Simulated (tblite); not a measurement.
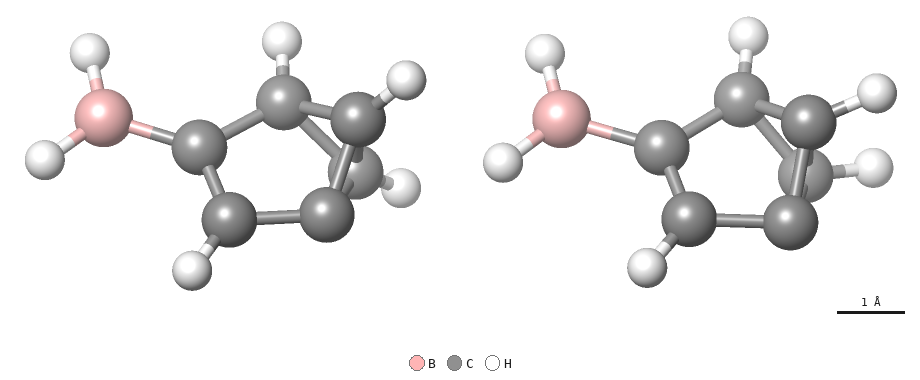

Two geometries of C₆H₆B (multiplicity 2), drawn at one scale. One is the start of a relaxation, the other its converged end. A ball-and-stick model, seen at a tilt.

Level of theory: GFN2-xTB geometry optimisation, gas phase (tblite). 

Which of the two is the end point?

Answer. The left one is the relaxed one. The energy falls by 1.337 eV in 33 geometry steps. The largest moves after the best rigid fit, 0.50 Å, are those of H atoms. Largest moves by element: H 0.50 Å, C 0.16 Å, B 0.04 Å. Some distances before and after: B–C 1.580 → 1.522 Å, C–C 1.519 → 1.464 Å, C–H 1.119 → 1.068 Å, C–C 1.334 → 1.358 Å. Bond angles that change, for instance: C–C–H 105.3° → 136.5°, C–C–H 122.6° → 135.7°, C–C–H 123.6° → 136.4°.
